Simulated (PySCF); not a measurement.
C$_{6}$H$_{8}$OSi

Input

```
{"job": {"kind": "uv", "xc": "B3LYP", "basis": "def2-SVPD", "nstates": 8, "ntriplets": 3}, "charge": 0, "multiplicity": 1}
Si    -2.610446     0.507005    -0.492347
O     -1.232746    -0.276510    -0.846008
C      0.014785    -0.164810    -0.309126
C      0.867820     1.041332    -0.522314
C      2.006445     0.785999     0.115999
C      1.835951    -0.566841     0.714532
C      0.370485    -0.771662     1.040905
C      0.913871    -1.380454    -0.172713
H     -3.500159    -0.179905    -1.414367
H     -2.495273     1.943440    -0.756499
H     -2.976499     0.331899     0.916009
H      0.559305     1.895078    -1.090535
H      2.887966     1.387891     0.212389
H      2.610947    -1.040619     1.296223
H     -0.184198    -1.135288     1.880066
H      0.924145    -2.367611    -0.583625
```

Launched as:

```sh
OMP_NUM_THREADS=1 python probes_run.py task.json out
```

Geometry: GFN2-xTB.

Method: B3LYP/def2-SVPD, SCF density, gas phase (PySCF 2.14.0).

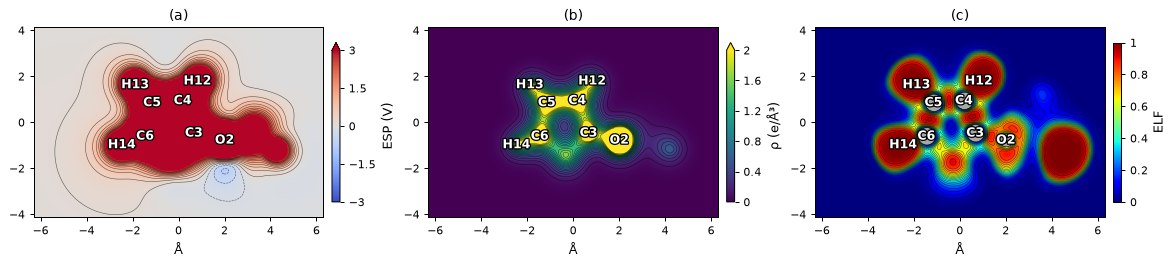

Figure 1. (a) electrostatic potential; (b) total electron density; (c) ELF on the plane of atoms C3, C4 and H12. Grey discs cover the atomic cores in the ELF map.

> What do the fields say about this system?

- Atoms in the plane: O, C and H.
- C–C (1.33 Å): ρ at the midpoint is about 2.3 e/Å³; the ELF peaks at about 0.90 between the atoms; a short, multiple covalent bond.
- C–O (1.36 Å): ρ is about 2.3 e/Å³ halfway, with its minimum of 1.9 e/Å³ about 0.5 Å from C; the ELF peaks at about 0.90 between the atoms; a polar covalent bond.
- C–H (1.07 Å): ρ is about 2 e/Å³ halfway; the ELF climbs to about 1 towards the hydrogen, as it does in any bond to H: a covalent bond by its length.
- C–C (1.49 Å): ρ is about 1.8 e/Å³ halfway; the ELF peaks at about 0.95 between the atoms, as expected for a covalent bond.
- The ELF also peaks beside O2, away from the bonds: lone-pair regions.
- Outside the dense part of the molecule the potential is most negative (−0.8 V) near O2.

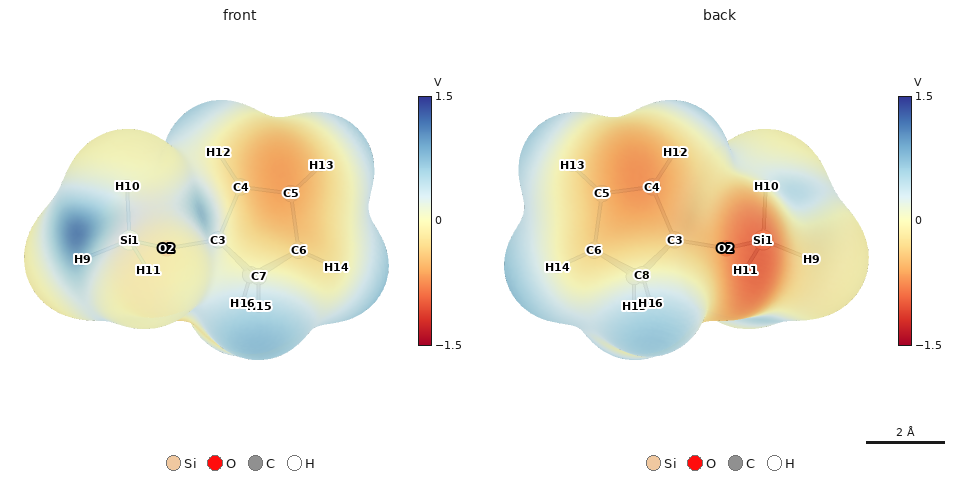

Figure 2. The molecular electrostatic potential painted on the density surface at 0.001 e/bohr³, seen from the front and from behind; red is negative and blue positive.

> Describe the electrostatic potential map.

The most negative region (about −1.0 V, or −23 kcal/mol for a unit charge) lies over O2, the most positive (about +1.0 V, or +23 kcal/mol for a unit charge) over Si1.

> What dipole moment does the calculation give?

Its dipole moment is 0.99 D.
